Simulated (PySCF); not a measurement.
Molecule: C₆H₇Cl₃Si₂, SMILES Cl[Si](Cl)(Cl)[SiH2]c1ccccc1. Atoms near the plane z = 1.0 Å, at the GFN2-xTB optimised geometry (x, y, z in Å): Cl1 (-3.8, -0.8, 0.6), Si2 (-2.2, -1.7, 1.5), Cl3 (-2.9, -3.5, 2.1), Si5 (-0.4, -1.9, 0.0), C6 (0.6, -0.3, 0.0), C7 (-0.1, 0.9, 0.0), C8 (0.7, 2.1, 0.0), C9 (2.0, 2.1, 0.0), C10 (2.7, 0.9, 0.0), C11 (2.0, -0.3, 0.0), H12 (0.5, -3.0, 0.4), H14 (-1.1, 0.9, 0.0), H15 (0.1, 3.0, 0.0), H16 (2.6, 3.0, 0.0), H17 (3.8, 0.8, 0.0), H18 (2.5, -1.3, 0.0).

Computed with CAM-B3LYP/def2-SVP (PySCF). The values are rescaled to run from 0 to 1.

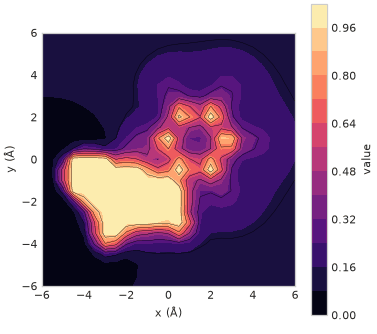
Figure. a field on the plane z = 1.0 Å.

Problem. Which quantity is mapped?
A) electron localisation function
B) an orbital amplitude
C) log10 of the electron density
D) electrostatic potential

Solution. D, electrostatic potential. In full: electrostatic potential (hartree/e), clipped to [-0.08, 0.12].
